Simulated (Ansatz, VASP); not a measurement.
# Mg3BiSb: VASP beside Ansatz

Wanted: the spread between two codes on one cell, functional and k mesh.

Method: plane waves, with VASP 6.6.1 beside it; single point at r2SCAN, in Ansatz 0.2.0.

## Step 1: Set-up

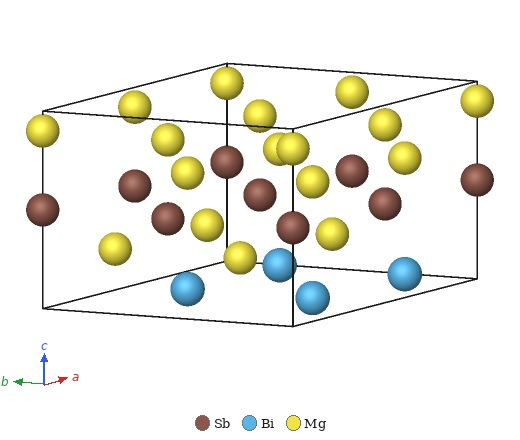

Start, viewed from a free direction; antimony brown, bismuth blue, magnesium yellow. Some periodic images of atoms are drawn too.

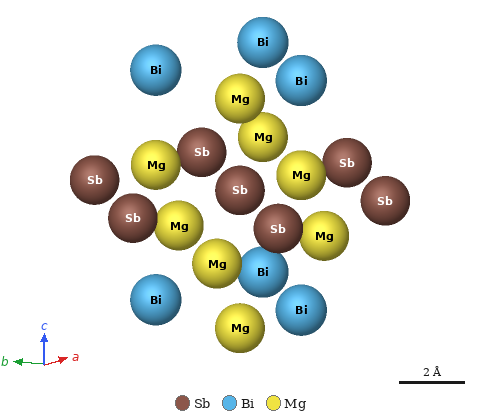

The atoms within 5 Å of the centre.

## Step 2: Ansatz: single point, r2SCAN

Ansatz runs on its default PAW (the set named soft_2) files.

With cell and atoms fixed, the geometry can't cause a difference; cores, projectors, grids and the points listed under the comparison can.

Contents of input.yaml:

```yaml
crystal:
  lattice:
    - [9.328680925, 0.0, 0.0]
    - [-4.6643404626, 8.0788746648, 0.0]
    - [0.0, 0.0, 7.360345]
  atoms:
    - { symbol: Sb, position: [0.333333335, 0.166666665, 0.2276015587] }
    - { symbol: Bi, position: [0.166666665, 0.333333335, 0.776462462] }
    - { symbol: Bi, position: [0.166666665, 0.833333335, 0.776462462] }
    - { symbol: Bi, position: [0.666666665, 0.333333335, 0.776462462] }
    - { symbol: Bi, position: [0.666666665, 0.833333335, 0.776462462] }
    - { symbol: Sb, position: [0.333333335, 0.666666665, 0.2276015587] }
    - { symbol: Sb, position: [0.833333335, 0.166666665, 0.2276015587] }
    - { symbol: Sb, position: [0.833333335, 0.666666665, 0.2276015587] }
    - { symbol: Mg, position: [0.0, 0.0, 0.0044207813] }
    - { symbol: Mg, position: [0.0, 0.5, 0.0044207813] }
    - { symbol: Mg, position: [0.5, 0.0, 0.0044207813] }
    - { symbol: Mg, position: [0.5, 0.5, 0.0044207813] }
    - { symbol: Mg, position: [0.166666665, 0.333333335, 0.3640768459] }
    - { symbol: Mg, position: [0.166666665, 0.833333335, 0.3640768459] }
    - { symbol: Mg, position: [0.666666665, 0.333333335, 0.3640768459] }
    - { symbol: Mg, position: [0.666666665, 0.833333335, 0.3640768459] }
    - { symbol: Mg, position: [0.333333335, 0.166666665, 0.627438352] }
    - { symbol: Mg, position: [0.333333335, 0.666666665, 0.627438352] }
    - { symbol: Mg, position: [0.833333335, 0.166666665, 0.627438352] }
    - { symbol: Mg, position: [0.833333335, 0.666666665, 0.627438352] }
hamiltonian:
  xc: r2scan
  pseudopotentials: { kind: paw }
kpoints:
  mp_grid: { grid: [3, 3, 3] }
scf:
  occupations: { method: gaussian, width: 0.05 }
  n_extra_bands: 9
output:
  forces: true
  stress: true
  eigenvalues: true
  write_density: true
  write_potential: true
  elf: true
  volumetric_format: npy
```

Started as:

```bash
> ansatz run input.yaml --threads 8 --pin off --max-ram 18432MiB --backend cpu --events-out ev --progress --plain --runs-dir out
```

Numbers of over 12 decimals in the logs are rounded to 6 here.

What it wrote:

```text
scf.n_extra_bands = 9 over 120 filled bands (N_el = 240.0): the run solves 129 bands
Engine: ansatz 0.2.0, aarch64-unknown-linux-gnu
Pseudopotentials: kind: paw
Pseudopotential: Sb, paw, valence charge 15, recommended cutoff 500 eV (meta_gga), Sb.paw.azcp
Pseudopotential: Bi, paw, valence charge 15, recommended cutoff 500 eV (meta_gga), Bi.paw.azcp
Pseudopotential: Mg, paw, valence charge 10, recommended cutoff 500 eV (meta_gga), Mg.paw.azcp
Functional definition: r2SCAN
  parameter k0 = 0.174
  parameter k1 = 0.065
  parameter a1 = 4.9479
  exchange = r2scan_x(k0 = k0, k1 = k1, a1 = a1)
  correlation = r2scan_c
Crystal: 20 atoms, lattice volume = 554.714 Å³
Basis set: ecut = 500 eV, 14091 PW (Γ), exchange–correlation on 288×288×216 points (64 copies of the dense FFT grid, shifted against one another)
Bands: 129, of which v1, the nominal top of the filled ones, is band 120 counted from 1 (119 counted from 0)
Symmetry: 24 space group operations
Space group: P3m1 (ITA 156), of the structure as read, at distance tolerance 8.2e-5 Å
k-points: 7 of 27 (time reversal used)
Non-local potential: Sb, projectors of the file, l = 0: 2, l = 1: 2, l = 2: 2, l = 3: 2
Non-local potential: Bi, projectors of the file, l = 0: 2, l = 1: 2, l = 2: 2, l = 3: 2
Non-local potential: Mg, projectors of the file, l = 0: 3, l = 1: 2, l = 2: 1
PAW form: soft (Blöchl's): semilocal exchange-correlation on the pseudo side does not see the compensation charge
PAW frozen core: Sb, regenerated for the run's functional (the file was generated under x = pbe(κ = 0.804, μ = 0.219515), c = pbe(β = 0.066725))
PAW frozen core: Bi, regenerated for the run's functional (the file was generated under x = pbe(κ = 0.804, μ = 0.219515), c = pbe(β = 0.066725))
PAW frozen core: Mg, regenerated for the run's functional (the file was generated under x = pbe(κ = 0.804, μ = 0.219515), c = pbe(β = 0.066725))
PAW one-centre angular grid: Sb, 590 points (default); XC on 160 Gauss nodes
PAW one-centre angular grid: Bi, 590 points (default); XC on 160 Gauss nodes
PAW one-centre angular grid: Mg, 302 points (default); XC on 224 Gauss nodes
Initial density: superposition of atomic densities (neutral atoms: chi_scale 0, normalization atom), corrected by the library's trained network
Initial wavefunctions: pseudopotential atomic-orbital guess
Functional: x = r2scan, c = r2scan; τ floored in thin density (d = 2e-4 eV/Å³)
SCF iter   1: F=—  HF=-98765.289541 eV  |F-HF|=—  |Δ(HF+E_count)|=         —  Δρ=5.91e-3  dr2=1.26e-1  dr2_τ=2.43e-2  ethr=1.77e-3  ⟨swp⟩=6.1  Hψ=3431  notcnv=0
preconditioner: auto → Resta (q_TF=auto, 2.373 Å⁻¹)  ε∞=4.8  [insulator: Δε(μ)=0.439 eV  Ē_g=6.447 eV  σ=0.050 eV  W_gap=1.00  n_scr=136 (ndim 8)  ℏωp=12.6 eV  f_vac=0.025  D(μ)=0.00/eV (n_scr^D=0)  ε∞_Penn≈4.8]
SCF iter   2: F=—  HF=-98765.522574 eV  |F-HF|=—  |Δ(HF+E_count)|=   2.33e-1  Δρ=3.05e-3  dr2=5.98e-2  dr2_τ=6.74e-4  ethr=5.27e-5  ⟨swp⟩=2.0  Hψ=2002  notcnv=0  defer=21
SCF iter   3: F=—  HF=-98765.529259 eV  |F-HF|=—  |Δ(HF+E_count)|=   6.69e-3  Δρ=8.04e-4  dr2=6.29e-3  dr2_τ=1.59e-4  ethr=2.49e-5  ⟨swp⟩=2.0  Hψ=1148  notcnv=0  defer=21
SCF iter   4: F=—  HF=-98765.530298 eV  |F-HF|=—  |Δ(HF+E_count)|=   1.04e-3  Δρ=1.78e-4  dr2=2.72e-4  dr2_τ=3.12e-6  ethr=2.62e-6  ⟨swp⟩=2.0  Hψ=1637  notcnv=0  defer=21
SCF iter   5: F=—  HF=-98765.530395 eV  |F-HF|=—  |Δ(HF+E_count)|=   9.67e-5  Δρ=5.14e-5  dr2=1.95e-5  dr2_τ=5.36e-7  ethr=1.13e-7  ⟨swp⟩=2.0  Hψ=1722  notcnv=0  defer=21
SCF iter   6: F=—  HF=-98765.530442 eV  |F-HF|=—  |Δ(HF+E_count)|=   4.74e-5  Δρ=1.76e-5  dr2=3.33e-6  dr2_τ=2.80e-8  ethr=8.15e-9  ⟨swp⟩=2.0  Hψ=1722  notcnv=0  defer=21
SCF iter   7: F=—  HF=-98765.530444 eV  |F-HF|=—  |Δ(HF+E_count)|=   1.98e-6  Δρ=4.75e-6  dr2=1.71e-7  dr2_τ=3.65e-9  ethr=1.39e-9  ⟨swp⟩=2.0  Hψ=1106  notcnv=0  defer=21
SCF iter   8: F=-98765.530445 eV  HF=-98765.530445 eV  |F-HF|=2.08e-9  |Δ(HF+E_count)|=   1.54e-7  Δρ=1.56e-6  dr2=1.38e-8  dr2_τ=7.72e-10  ethr=4.17e-11  ⟨swp⟩=14.9  Hψ=7626  notcnv=0
SCF 1 converged in 8 iterations: F = -98765.530445 eV  dr2 = 1.38e-8
  greatest PAW one-centre occupation: 1.000 electrons in one spin orbital (limit 2), on the Mg atom at site 19 (counted from 0), in its partial waves of l = 0
SCF converged after 8 iterations
Free energy (F): -98765.530445 eV
Harris-Foulkes:  -98765.530445 eV  (|F-HF|=2.08e-9)
Internal energy: -98765.530445 eV  (E = F + TS)
E sigma→0 (E₀):  -98765.530445 eV
Fermi energy:    7.423318 eV
--- Per-component energies (eV) ---
  E_band       = -5764.085642
  E_kinetic    = 2939.073995
  E_local      = -33213.482347  (includes V_loc(G=0)·N_el)
  E_nonlocal   = 4839.612279
  E_hartree    = 12414.454406
  E_xc         = -1390.955652
  E_vxc        = -1498.926612  (∫ρ·V_xc dr)
  E_paw        = -64734.408912  (= ΣΔE_a)
  E_vpaw       = -3760.391449  (= ΣTr[D̂ρ^β])
  E_aug_tail   = -0.001119  (compensation charges beyond the density's cutoff)
  E_vtau       = 101.122131  (kinetic-family band-sum trace: ∫τ·v_τ [+ j·A + Jᵃ·Aᵃ] dr)
  E_ewald      = -19625.034934
  E_core_change = 5.211839  (= ΣΔE_core)
  E_smearing   = -0.000000  (= −TS)
  E_closure    = -0.000000  (closes the sum)
  Σ components = -98765.530445   (vs F -98765.530445, Δ=0.00e0)
--- Forces (eV/Å), atoms counted from 1 ---
  atom   1  Sb     0.00000000     0.00000000     0.08686476
  atom   2  Bi    -0.00000000    -0.00000000    -0.08497229
  atom   3  Bi    -0.00000000    -0.00000000    -0.08497229
  atom   4  Bi    -0.00000000    -0.00000000    -0.08497229
  atom   5  Bi    -0.00000000    -0.00000000    -0.08497229
  atom   6  Sb     0.00000000     0.00000000     0.08686476
  atom   7  Sb     0.00000000     0.00000000     0.08686476
  atom   8  Sb     0.00000000     0.00000000     0.08686476
  atom   9  Mg     0.00000000     0.00000000     0.00825603
  atom  10  Mg     0.00000000     0.00000000     0.00825603
  atom  11  Mg     0.00000000     0.00000000     0.00825603
  atom  12  Mg     0.00000000     0.00000000     0.00825603
  atom  13  Mg     0.00000000     0.00000000    -0.00894559
  atom  14  Mg     0.00000000     0.00000000    -0.00894559
  atom  15  Mg     0.00000000     0.00000000    -0.00894559
  atom  16  Mg     0.00000000     0.00000000    -0.00894559
  atom  17  Mg    -0.00000000    -0.00000000    -0.00121199
  atom  18  Mg    -0.00000000    -0.00000000    -0.00121199
  atom  19  Mg    -0.00000000    -0.00000000    -0.00121199
  atom  20  Mg    -0.00000000    -0.00000000    -0.00121199
  max |Σ_I F_I| component: 3.63e-5 eV/Å
--- Stress (GPa, compression-positive) ---
       -1.312802       0.000000      -0.000000
        0.000000      -1.312802      -0.000000
       -0.000000      -0.000000      -0.841517
  P = ⅓ Tr σ = -1.1557 GPa (-11.557 kbar)
--- Band table (eV; the first three rows and the last of 7) ---
  k-point 0: bands = [... 116 lower, 6.3036, 6.8432, 6.8432, 7.1802, 7.8592, 7.8592, 7.8592, 8.0746, ... 5 higher]
  k-point 1: bands = [... 116 lower, 6.1346, 6.1346, 6.6971, 6.6971, 7.6754, 7.6754, 7.6754, 8.7000, ... 5 higher]
  k-point 2: bands = [... 116 lower, 5.9532, 6.4620, 6.7716, 6.9109, 8.1867, 8.3205, 8.3205, 9.1111, ... 5 higher]
  k-point 6: bands = [... 116 lower, 5.8077, 6.3075, 6.3075, 6.3075, 8.9353, 8.9940, 8.9940, 8.9940, ... 5 higher]
```

The job ended after 17 s (8 threads of Arm Neoverse V2, shared host; peak memory 3.9 GiB; 2.2 min of CPU time).

The run ends at a pressure of -1.16 GPa, with forces up to 0.087 eV/Å.

(Part 1 of 2 ends here.)

[Lines on the potential files, build, host, timing and source positions are cut from VASP's logs without a mark.]

[Logs are printed without paths, hosts, clocks, repeated set-up lines and the standing remarks that a program may print on its own settings, such as how far it seeks lower states.]

[Hosts, paths, dates, database ids (printed as entryN), source tags and the programs' standing remarks are cut or masked in the printed files.]
